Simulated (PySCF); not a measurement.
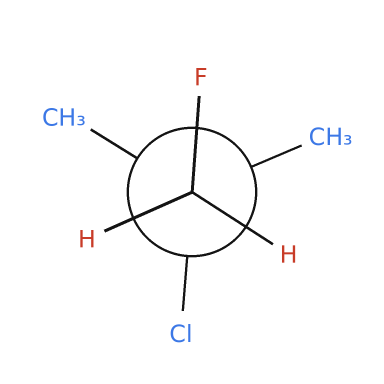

A Newman projection along the C–C bond, carbon in front; angles are drawn as computed, but eclipsed bonds slightly apart. Geometry: an end point of a reaction path computed with GFN2-xTB.

> Which molecule is it?

C4H8ClF, CC(C)(Cl)CF

> What is the torsion angle from the front F to the back Cl? The sign is positive where the front bond must turn clockwise to cover the back bond.

180°, antiperiplanar (anti). The conformation about this bond is staggered.
